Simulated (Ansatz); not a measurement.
**Single-point calculation of BHSF₂**

System: BHSF₂.
Method: RKS PBE-QIDH (frozen core)/def2-TZVPP (Ansatz 0.2.0).

The geometry comes from this level: PBE0-D4/def2-TZVP.

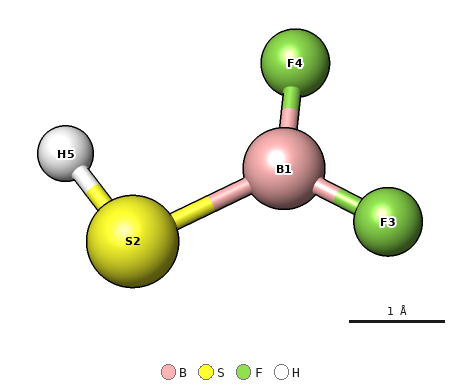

Fig. 1: The structure (ball-and-stick view, seen at a tilt; atoms are numbered from 1 in the order of the input). Bond lengths as drawn: B–F 1.32 Å, B–S 1.80 Å and H–S 1.34 Å.

### The input
```yaml
crystal:
  periodic: [false, false, false]
  atoms:
    - {symbol: B, position_ang: [0.784920, -1.636757, -0.746651]}
    - {symbol: S, position_ang: [1.617818, -0.605585, -1.965021]}
    - {symbol: F, position_ang: [-0.052180, -2.567756, -1.157846]}
    - {symbol: F, position_ang: [0.977940, -1.499605, 0.550910]}
    - {symbol: H, position_ang: [2.294624, 0.110444, -1.053230]}
basis:
  gaussian: {orbitals: def2-TZVPP}
hamiltonian: {xc: {name: PBE-QIDH}}
```

Run on 4 threads of Arm Neoverse V2, 23 GiB of memory available, shared host.

Launched with:
```bash
ansatz run in.yaml --threads 4 --pin off --events-out ev --progress --plain --max-ram 9574MiB
```

### The program's output
```
Functional definition: PBE-QIDH
  name "PBE-QIDH"
  cite "Brémond, Sancho-García, Pérez-Jiménez & Adamo, J. Chem. Phys. 141, 031101 (2014) doi:10.1063/1.4890314"
  cite "Perdew, Burke & Ernzerhof, Phys. Rev. Lett. 77, 3865 (1996) doi:10.1103/PhysRevLett.77.3865"
  parameter a = 3^(-1/3)
  parameter c = 1/3
  exchange = (1 - a)*pbe_x + a*exact_x
  correlation = (1 - c)*pbe_c + c*(mp2_os + mp2_ss)
934 factors; integrals over basis functions are off by at most 1.4e-3 eV
mean field evaluation 1: about -16946.2328 eV, gradient 3.4e1 eV
mean field evaluation 2: about -16946.3354 eV, gradient 3.4e1 eV
mean field evaluation 4: about -16948.1769 eV, gradient 1.8e0 eV
mean field evaluation 8: about -16948.1940 eV, gradient 1.3e-1 eV
mean field evaluation 16: about -16948.1941 eV, gradient 3.3e-5 eV
mean field -16948.19406459 eV, -622.8346439751 hartree, gradient 3.5e-6 eV, S^2 0.000000; 0 other end points of the search recorded, 0 dependent functions left out
8 core orbitals not correlated: weight in the atoms' cores, before any rotation towards them, 1.000 or more for the frozen orbitals, at most 0.000 for the correlated occupied ones
reference -16948.19407371 eV, -622.8346443103 hartree; 12, 12 occupied and 129, 129 virtual orbitals, 934 factors
second order -23.21017204 eV of doubles, -0.00000000 eV of singles
Total energy: -16955.93079773 eV, -623.1189636737 hartree
```

### Key numbers

```tsv
quantity	value
outcome	converged
total energy	−16955.9308 eV
mean-field energy	−16948.1941 eV
SCF solution under orbital rotations	stable
wall time	1.4 s (CPU time 5.3 s)
peak memory	0.55 GiB
```
